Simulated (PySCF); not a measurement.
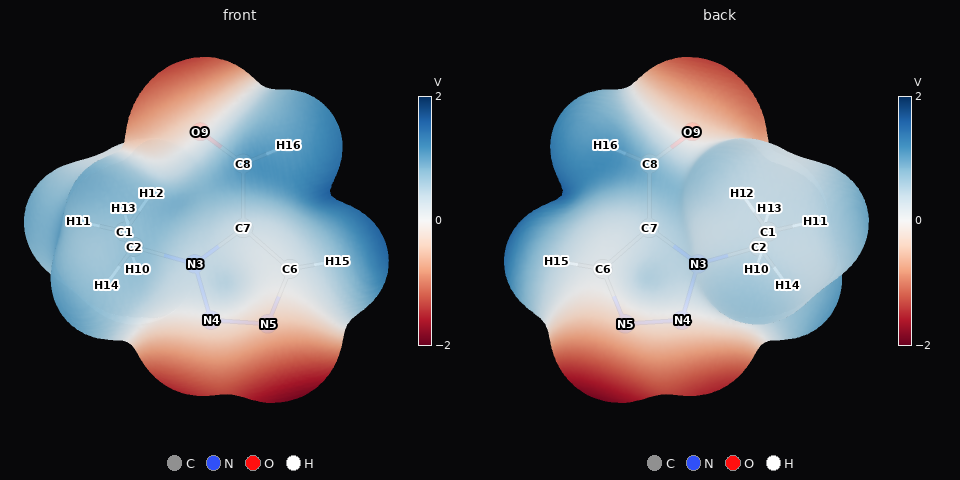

The picture shows: C₅H₇N₃O (SMILES CCn1nncc1C=O). The molecular electrostatic potential painted on the density surface at 0.002 e/bohr³, seen from the front and from behind; red is negative and blue positive.

Geometry: GFN2-xTB.

All numbers below come from PBE0/pcSseg-1, SCF density, gas phase, non-relativistic in PySCF 2.14.0.

```xyz
16

C     2.0833    0.1853    0.1418
C     1.0390    0.0000   -0.9551
N    -0.1607   -0.5823   -0.4187
N    -0.3762   -1.8751   -0.4750
N    -1.4919   -2.1542    0.1046
C    -2.0392   -1.0245    0.5576
C    -1.1899    0.0334    0.2344
C    -1.3228    1.4517    0.4742
O    -0.5130    2.2981    0.1819
H     2.2988   -0.7668    0.6213
H     2.9996    0.5773   -0.2892
H     1.7239    0.8897    0.8882
H     0.7904    0.9664   -1.3990
H     1.4053   -0.6851   -1.7225
H    -2.9759   -1.0141    1.0752
H    -2.2782    1.7092    0.9687
```

> Which sites attract a positive test charge, and which a negative one?

A positive charge is drawn to the negative regions and a negative charge to the positive ones. The most negative region (about −1.8 V) lies over N5, the most positive (about +1.5 V) over C6, H15 and H16. N5 is the likeliest acceptor of a hydrogen bond.

> What dipole moment does the calculation give?

Its dipole moment is 1.65 D.
